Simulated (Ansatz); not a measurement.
**C2H11NSi2: inversion of the pyramid at N4, part 1 of 2**

How high is the barrier for the inversion of the pyramid at N4? Relax the two ends, then run a nudged elastic band between them. SMILES of the start: C[SiH2]C(N)[SiH3].

Method: RKS PBE-D4/6-31G*, in Ansatz 0.2.0.

### 1 The structure to begin with

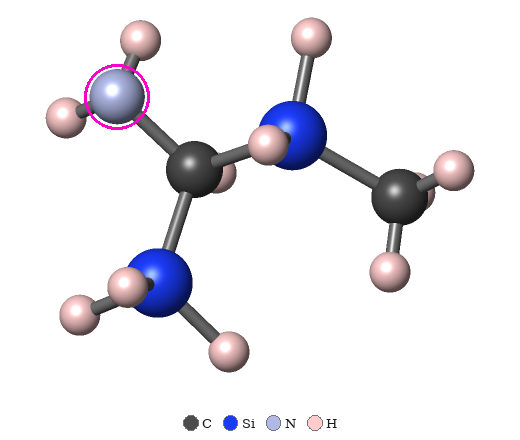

The starting structure, seen from a chosen angle (carbon dark grey, silicon blue, nitrogen light blue, hydrogen pink). Ringed: N4.

Coordinates:

```xyz
16

C    -0.5664   -2.2493   -0.3448
Si    0.7309   -0.9494   -0.1697
C     0.0939    0.8212   -0.3783
N     1.3292    1.7661   -0.5531
Si   -0.8387    1.1869    1.1763
H    -1.3425   -2.1263    0.4568
H    -1.1260   -2.0631   -1.2954
H    -0.1639   -3.2010   -0.3612
H     1.4579   -1.1452    1.1569
H     1.7258   -1.1999   -1.2288
H    -0.5385    0.8892   -1.2180
H     0.9239    2.7121   -0.6790
H     1.7221    1.5456   -1.4154
H    -0.0515    1.0863    2.4493
H    -1.3623    2.5709    1.1240
H    -2.0167    0.3333    1.3246
```

### 2 End point A

Input file input.yaml:

```yaml
crystal:
  periodic: [false, false, false]
  atoms:
    - { symbol: C, position_ang: [-0.5664, -2.2493, -0.3448] }
    - { symbol: Si, position_ang: [0.7309, -0.9494, -0.1697] }
    - { symbol: C, position_ang: [0.0939, 0.8212, -0.3783] }
    - { symbol: "N", position_ang: [1.3292, 1.7661, -0.5531] }
    - { symbol: Si, position_ang: [-0.8387, 1.1869, 1.1763] }
    - { symbol: H, position_ang: [-1.3425, -2.1263, 0.4568] }
    - { symbol: H, position_ang: [-1.126, -2.0631, -1.2954] }
    - { symbol: H, position_ang: [-0.1639, -3.201, -0.3612] }
    - { symbol: H, position_ang: [1.4579, -1.1452, 1.1569] }
    - { symbol: H, position_ang: [1.7258, -1.1999, -1.2288] }
    - { symbol: H, position_ang: [-0.5385, 0.8892, -1.218] }
    - { symbol: H, position_ang: [0.9239, 2.7121, -0.679] }
    - { symbol: H, position_ang: [1.7221, 1.5456, -1.4154] }
    - { symbol: H, position_ang: [-0.0515, 1.0863, 2.4493] }
    - { symbol: H, position_ang: [-1.3623, 2.5709, 1.124] }
    - { symbol: H, position_ang: [-2.0167, 0.3333, 1.3246] }
basis:
  gaussian: { orbitals: "6-31G*" }
hamiltonian:
  xc: pbe
  dispersion: d4
relax:
  f_tol: 0.015
  max_steps: 40
```

Launch:

```
$ ansatz run input.yaml --threads 2 --pin off --max-ram 3072MiB --backend cpu --events-out ev --progress --plain --runs-dir out
```

Standard output:

```text
Warning: RAYON_NUM_THREADS=2 ignored (pool sized by the plan → 2); use --threads N
The last accepted step is kept in <dir> (removed where the run ends without a failure and the disk answers)
Engine: ansatz 0.2.0, x86_64-unknown-linux-gnu
Functional definition: PBE
  parameter kappa = 0.804
  parameter beta = 0.06672455060314922
  exchange = pbe_x(kappa = kappa, mu = beta*pi^2/3)
  correlation = pbe_c(beta = beta)
1418 factors; their error is unknown
mean field evaluation 1: about -19471.0867 eV, gradient 7.3e1 eV
mean field evaluation 2: about -19452.2481 eV, gradient 1.1e2 eV
mean field evaluation 4: about -19483.2669 eV, gradient 7.8e0 eV
mean field evaluation 8: about -19483.4094 eV, gradient 1.5e-1 eV
mean field evaluation 16: about -19483.2979 eV, gradient 2.3e-4 eV
mean field -19483.29786587 eV, -715.9979903173 hartree, gradient 2.3e-5 eV, S^2 0.000000; 0 other end points of the search recorded, 0 dependent functions left out
the calculation of the forces begins
reference -19483.29790335 eV, -715.9979916946 hartree; 29, 29 occupied and 76, 76 virtual orbitals, 1418 factors
relax step   1: F+E_penalty+E_count = -19483.67786553 eV  Δ(F+E_penalty+E_count) = +0.000e0 eV  max|allowed force component| = 2.739e0 eV/Å  Δτ_max = 0.0000 Å  (28 SCF iters, accepted)
these checks for a lower state are left out or cut short: starts, cluster_reference, orbital_swaps, neighbouring_geometries, increment
1418 factors; their error is unknown
mean field -19483.70545175 eV, -716.0129688218 hartree, gradient 1.8e-5 eV, S^2 0.000000; 0 other end points of the search recorded, 0 dependent functions left out
the calculation of the forces begins
reference -19483.70548932 eV, -716.0129702028 hartree; 29, 29 occupied and 76, 76 virtual orbitals, 1418 factors
relax step   2: F+E_penalty+E_count = -19484.08405815 eV  Δ(F+E_penalty+E_count) = -4.062e-1 eV  max|allowed force component| = 1.326e0 eV/Å  Δτ_max = 0.1067 Å  (28 SCF iters, accepted)
these checks for a lower state are left out or cut short: starts, cluster_reference, orbital_swaps, neighbouring_geometries, increment
1418 factors; their error is unknown
mean field evaluation 32: about -19483.7751 eV, gradient 1.8e-5 eV
mean field -19483.77509688 eV, -716.0155282332 hartree, gradient 1.8e-5 eV, S^2 0.000000; 0 other end points of the search recorded, 0 dependent functions left out
the calculation of the forces begins
reference -19483.77513458 eV, -716.0155296187 hartree; 29, 29 occupied and 76, 76 virtual orbitals, 1418 factors
relax step   3: F+E_penalty+E_count = -19484.15280550 eV  Δ(F+E_penalty+E_count) = -6.875e-2 eV  max|allowed force component| = 3.867e-1 eV/Å  Δτ_max = 0.0458 Å  (28 SCF iters, accepted)
these checks for a lower state are left out or cut short: starts, cluster_reference, orbital_swaps, neighbouring_geometries, increment
1418 factors; their error is unknown
mean field -19483.77365809 eV, -716.0154753586 hartree, gradient 2.0e-5 eV, S^2 0.000000; 0 other end points of the search recorded, 0 dependent functions left out
the calculation of the forces begins
reference -19483.77369594 eV, -716.0154767498 hartree; 29, 29 occupied and 76, 76 virtual orbitals, 1418 factors
relax step   4: F+E_penalty+E_count = -19484.15171618 eV  Δ(F+E_penalty+E_count) = +1.089e-3 eV  max|allowed force component| = 2.731e-1 eV/Å  Δτ_max = 0.1330 Å  (27 SCF iters, rejected (line search))
these checks for a lower state are left out or cut short: starts, cluster_reference, orbital_swaps, neighbouring_geometries, increment
1418 factors; their error is unknown
mean field -19483.78585005 eV, -716.0159234050 hartree, gradient 1.7e-5 eV, S^2 0.000000; 0 other end points of the search recorded, 0 dependent functions left out
the calculation of the forces begins
reference -19483.78588787 eV, -716.0159247949 hartree; 29, 29 occupied and 76, 76 virtual orbitals, 1418 factors
relax step   5: F+E_penalty+E_count = -19484.16335104 eV  Δ(F+E_penalty+E_count) = -1.055e-2 eV  max|allowed force component| = 1.297e-1 eV/Å  Δτ_max = 0.0476 Å  (28 SCF iters, accepted)
these checks for a lower state are left out or cut short: starts, cluster_reference, orbital_swaps, neighbouring_geometries, increment
1418 factors; their error is unknown
mean field -19483.78760663 eV, -716.0159879581 hartree, gradient 1.7e-5 eV, S^2 0.000000; 0 other end points of the search recorded, 0 dependent functions left out
the calculation of the forces begins
reference -19483.78764449 eV, -716.0159893494 hartree; 29, 29 occupied and 76, 76 virtual orbitals, 1418 factors
relax step   6: F+E_penalty+E_count = -19484.16446410 eV  Δ(F+E_penalty+E_count) = -1.113e-3 eV  max|allowed force component| = 3.336e-2 eV/Å  Δτ_max = 0.0955 Å  (27 SCF iters, accepted)
these checks for a lower state are left out or cut short: starts, cluster_reference, orbital_swaps, neighbouring_geometries, increment
1418 factors; their error is unknown
mean field -19483.78805216 eV, -716.0160043309 hartree, gradient 1.7e-5 eV, S^2 0.000000; 0 other end points of the search recorded, 0 dependent functions left out
the calculation of the forces begins
reference -19483.78809001 eV, -716.0160057220 hartree; 29, 29 occupied and 76, 76 virtual orbitals, 1418 factors
relax step   7: F+E_penalty+E_count = -19484.16530247 eV  Δ(F+E_penalty+E_count) = -8.384e-4 eV  max|allowed force component| = 2.025e-2 eV/Å  Δτ_max = 0.0501 Å  (28 SCF iters, accepted)
these checks for a lower state are left out or cut short: starts, cluster_reference, orbital_swaps, neighbouring_geometries, increment
1418 factors; their error is unknown
mean field evaluation 64: about -19483.7880 eV, gradient 3.1e-1 eV
mean field -19483.78821040 eV, -716.0160101462 hartree, gradient 1.7e-5 eV, S^2 0.000000; 0 other end points of the search recorded, 0 dependent functions left out
the calculation of the forces begins
reference -19483.78824824 eV, -716.0160115370 hartree; 29, 29 occupied and 76, 76 virtual orbitals, 1418 factors
relax step   8: F+E_penalty+E_count = -19484.16564533 eV  Δ(F+E_penalty+E_count) = -3.429e-4 eV  max|allowed force component| = 1.740e-2 eV/Å  Δτ_max = 0.0201 Å  (29 SCF iters, accepted)
these checks for a lower state are left out or cut short: starts, cluster_reference, orbital_swaps, neighbouring_geometries, increment
1418 factors; their error is unknown
mean field -19483.78850221 eV, -716.0160208700 hartree, gradient 1.7e-5 eV, S^2 0.000000; 0 other end points of the search recorded, 0 dependent functions left out
the calculation of the forces begins
reference -19483.78854004 eV, -716.0160222603 hartree; 29, 29 occupied and 76, 76 virtual orbitals, 1418 factors
relax step   9: F+E_penalty+E_count = -19484.16586189 eV  Δ(F+E_penalty+E_count) = -2.166e-4 eV  max|allowed force component| = 1.011e-2 eV/Å  Δτ_max = 0.0287 Å  (29 SCF iters, accepted)
these checks for a lower state are left out or cut short: starts, cluster_reference, orbital_swaps, neighbouring_geometries, increment
1418 factors; their error is unknown
mean field -19483.78856277 eV, -716.0160230956 hartree, gradient 1.7e-5 eV, S^2 0.000000; 0 other end points of the search recorded, 0 dependent functions left out
the calculation of the forces begins
reference -19483.78860059 eV, -716.0160244855 hartree; 29, 29 occupied and 76, 76 virtual orbitals, 1418 factors
relax step  10: F+E_penalty+E_count = -19484.16600417 eV  Δ(F+E_penalty+E_count) = -1.423e-4 eV  max|allowed force component| = 1.149e-2 eV/Å  Δτ_max = 0.0261 Å  (29 SCF iters, accepted)
these checks for a lower state are left out or cut short: starts, cluster_reference, orbital_swaps, neighbouring_geometries, increment
1418 factors; their error is unknown
mean field -19483.78851644 eV, -716.0160213931 hartree, gradient 1.7e-5 eV, S^2 0.000000; 0 other end points of the search recorded, 0 dependent functions left out
the calculation of the forces begins
reference -19483.78855423 eV, -716.0160227819 hartree; 29, 29 occupied and 76, 76 virtual orbitals, 1418 factors
relax step  11: F+E_penalty+E_count = -19484.16613211 eV  Δ(F+E_penalty+E_count) = -1.279e-4 eV  max|allowed force component| = 1.015e-2 eV/Å  Δτ_max = 0.0308 Å  (29 SCF iters, accepted)
1418 factors; their error is unknown
mean field evaluation 96: about -19483.8964 eV, gradient 1.4e0 eV
mean field -19483.78851644 eV, -716.0160213931 hartree, gradient 3.5e-5 eV, S^2 0.000000; 1 other end points of the search recorded, 0 dependent functions left out
the calculation of the forces begins
reference -19483.78855423 eV, -716.0160227819 hartree; 29, 29 occupied and 76, 76 virtual orbitals, 1418 factors
Total energy: -19484.16616990 eV, -716.0298999018 hartree
Atom 0 at    -0.585620    -2.246856    -0.335747 Å, force    -0.003681     0.000174    -0.001693 eV/Å
Atom 1 at     0.798579    -0.960751    -0.220612 Å, force    -0.001625    -0.005314     0.005661 eV/Å
Atom 2 at     0.105410     0.809945    -0.378917 Å, force     0.004892     0.007045    -0.000544 eV/Å
Atom 3 at     1.234479     1.758641    -0.492046 Å, force    -0.005232    -0.010152     0.000495 eV/Å
Atom 4 at    -0.879147     1.246852     1.189206 Å, force    -0.006318    -0.007081     0.003797 eV/Å
Atom 5 at    -1.301439    -2.137885     0.496831 Å, force     0.006174     0.000412    -0.005736 eV/Å
Atom 6 at    -1.145456    -2.141373    -1.280899 Å, force     0.003330    -0.000767     0.006988 eV/Å
Atom 7 at    -0.175625    -3.270139    -0.297533 Å, force    -0.000723     0.003242     0.000132 eV/Å
Atom 8 at     1.552658    -1.104943     1.069674 Å, force    -0.001434     0.001213    -0.003725 eV/Å
Atom 9 at     1.784344    -1.159491    -1.345850 Å, force    -0.003981     0.000455     0.001415 eV/Å
Atom 10 at    -0.609987     0.806507    -1.238111 Å, force     0.002183     0.002401     0.001497 eV/Å
Atom 11 at     0.881399     2.711606    -0.641958 Å, force     0.003817     0.002996    -0.002465 eV/Å
Atom 12 at     1.802939     1.532281    -1.317677 Å, force    -0.003003     0.003395     0.001906 eV/Å
Atom 13 at    -0.086287     0.971925     2.431332 Å, force    -0.003863     0.003436    -0.008577 eV/Å
Atom 14 at    -1.242537     2.707645     1.167629 Å, force     0.002428    -0.004616     0.000477 eV/Å
Atom 15 at    -2.156510     0.453435     1.238879 Å, force     0.007035     0.003162     0.000371 eV/Å
Dipole moment:    -0.176971    -0.007197    -0.373853 e Å
```

Run time: 26 s. Hardware: 2 threads of Intel Xeon Platinum 8375C at 2.90GHz (Ice Lake), shared host; peak memory 0.18 GiB.

Step by step:

| step | energy from step 1 (eV) | largest force component (eV/Å) |
| --- | --- | --- |
| 1 | 0.0000 | 2.7393 |
| 2 | -0.4062 | 1.3265 |
| 3 | -0.4749 | 0.3867 |
| 4x | -0.4738 | 0.2731 |
| 5 | -0.4855 | 0.1297 |
| 6 | -0.4866 | 0.0334 |
| 7 | -0.4874 | 0.0202 |
| 8 | -0.4878 | 0.0174 |
| 9 | -0.4880 | 0.0101 |
| 10 | -0.4881 | 0.0115 |
| 11 | -0.4883 | 0.0102 |

Step 1 is the start. 1 step was tried and not accepted (marked x).

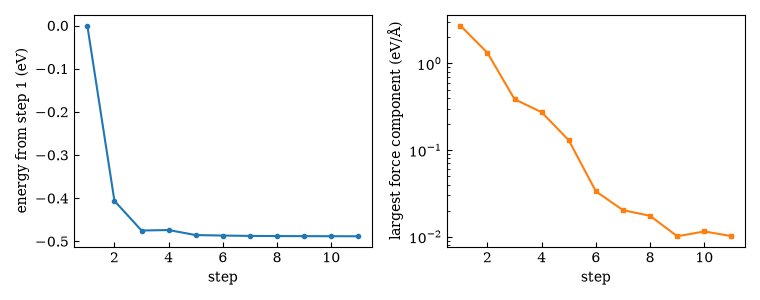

Energy and largest force along the relaxation.

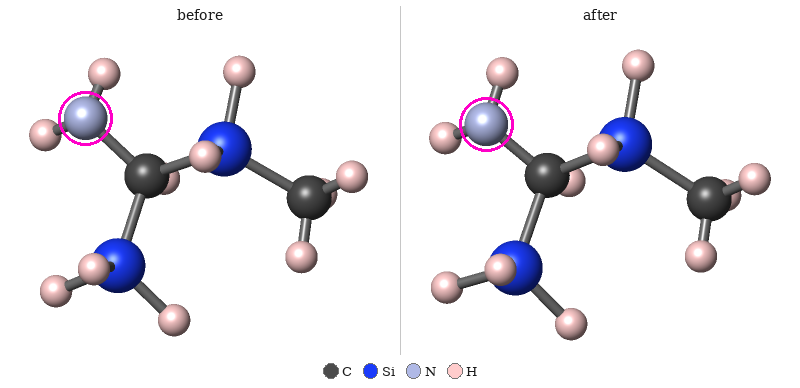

Before and after, at one scale.

After: Bond lengths (14 of 15 bonds, heavy atoms first): C1–Si2 1.893 Å, Si2–C3 1.908 Å, C3–N4 1.479 Å, C3–Si5 1.902 Å, C1–H6 1.103 Å, C1–H7 1.104 Å, C1–H8 1.103 Å, Si2–H9 1.501 Å, Si2–H10 1.509 Å, C3–H11 1.118 Å, N4–H12 1.027 Å, N4–H13 1.028 Å, Si5–H14 1.499 Å, Si5–H15 1.505 Å. Angles (14 of 27 angles, heavy atoms first): C1–Si2–C3 111.1°, Si2–C3–N4 108.9°, Si2–C3–Si5 109.4°, N4–C3–Si5 108.1°, C1–Si2–H9 110.7°, C1–Si2–H10 110.0°, C3–Si2–H9 110.1°, C3–Si2–H10 107.3°, Si2–C1–H6 111.2°, Si2–C1–H7 111.0°, Si2–C1–H8 110.9°, Si2–C3–H11 107.1°, N4–C3–H11 115.6°, Si5–C3–H11 107.6°.

### 3 End point B

The second end starts from a geometry with the move made by hand.

Edit input.yaml of step 2 so:

```diff
@@ -14,4 +14,4 @@
     - { symbol: H, position_ang: [-0.5385, 0.8892, -1.218] }
-    - { symbol: H, position_ang: [0.9239, 2.7121, -0.679] }
-    - { symbol: H, position_ang: [1.7221, 1.5456, -1.4154] }
+    - { symbol: H, position_ang: [1.40933, 2.26796, 0.35064] }
+    - { symbol: H, position_ang: [2.11173, 1.18911, -0.58896] }
     - { symbol: H, position_ang: [-0.0515, 1.0863, 2.4493] }
```

Launch:

```
$ ansatz run input.yaml --threads 2 --pin off --max-ram 3072MiB --backend cpu --events-out ev --progress --plain --runs-dir out
```

Standard output (excerpt; [...] marks lines left out):

```text
Warning: RAYON_NUM_THREADS=2 ignored (pool sized by the plan → 2); use --threads N
[...]
[... 1 set-up line as earlier in the session ...]
[...]
1418 factors; their error is unknown
[...]
mean field -19483.20692452 eV, -715.9946482842 hartree, gradient 3.4e-5 eV, S^2 0.000000; 0 other end points of the search recorded, 0 dependent functions left out
[...]
reference -19483.20696203 eV, -715.9946496624 hartree; 29, 29 occupied and 76, 76 virtual orbitals, 1418 factors
[...]
Atom 11 at     1.903825     1.627675     0.575181 Å, force    -0.001072     0.002143     0.004690 eV/Å
Atom 12 at     1.922871     1.622442    -1.060579 Å, force    -0.004673     0.001949    -0.000422 eV/Å
Atom 13 at    -0.193290     1.344260     2.455553 Å, force    -0.000217     0.000920    -0.000950 eV/Å
Atom 14 at    -1.603026     2.654808     0.959436 Å, force     0.000635    -0.000339    -0.001836 eV/Å
Atom 15 at    -2.075748     0.287208     1.331794 Å, force    -0.003297     0.001192     0.000545 eV/Å
Dipole moment:     0.034390    -0.238972    -0.157924 e Å
```

Wall time 22 s (2 threads of Intel Xeon Platinum 8375C at 2.90GHz (Ice Lake), shared host); peak memory 0.18 GiB.

Step by step:

| step | energy from step 1 (eV) | largest force component (eV/Å) |
| --- | --- | --- |
| 1 | 0.0000 | 3.4008 |
| 2 | -0.4217 | 1.1199 |
| 3 | -0.4916 | 0.4988 |
| 4 | -0.5242 | 0.3465 |
| 5 | -0.5765 | 0.2728 |
| 6 | -0.6049 | 0.1937 |
| 7 | -0.6109 | 0.1373 |
| 8 | -0.6151 | 0.0247 |
| 9 | -0.6152 | 0.0092 |

Step 1 is the start.

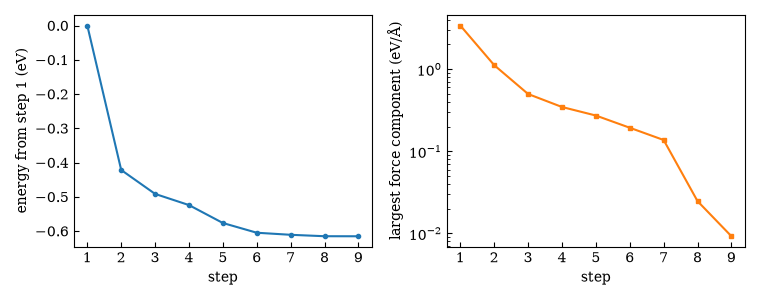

Energy and largest force along the relaxation.

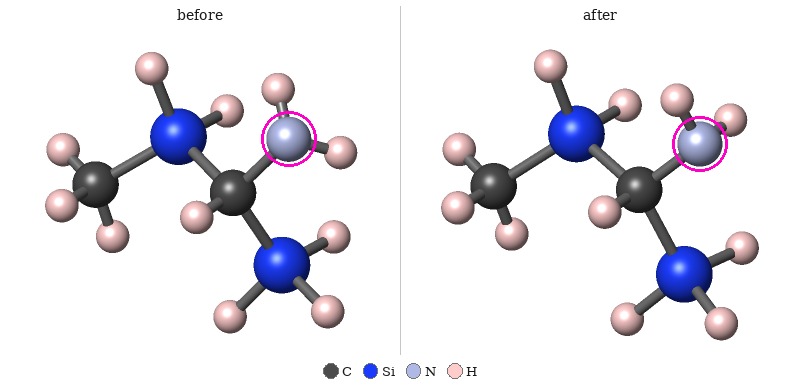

The structure before (left) and after (right), drawn at the same scale.

After: Bond lengths (14 of 15 bonds, heavy atoms first): C1–Si2 1.894 Å, Si2–C3 1.911 Å, C3–N4 1.492 Å, C3–Si5 1.903 Å, C1–H6 1.103 Å, C1–H7 1.103 Å, C1–H8 1.103 Å, Si2–H9 1.507 Å, Si2–H10 1.509 Å, C3–H11 1.108 Å, N4–H12 1.028 Å, N4–H13 1.029 Å, Si5–H14 1.503 Å, Si5–H15 1.500 Å. Angles (14 of 27 angles, heavy atoms first): C1–Si2–C3 115.5°, Si2–C3–N4 112.9°, Si2–C3–Si5 114.0°, N4–C3–Si5 107.5°, C1–Si2–H9 110.4°, C1–Si2–H10 110.2°, C3–Si2–H9 107.0°, C3–Si2–H10 106.9°, Si2–C1–H6 111.1°, Si2–C1–H7 111.0°, Si2–C1–H8 110.7°, Si2–C3–H11 108.7°, N4–C3–H11 107.7°, Si5–C3–H11 105.6°.

(Continued in part 2 of 2.)
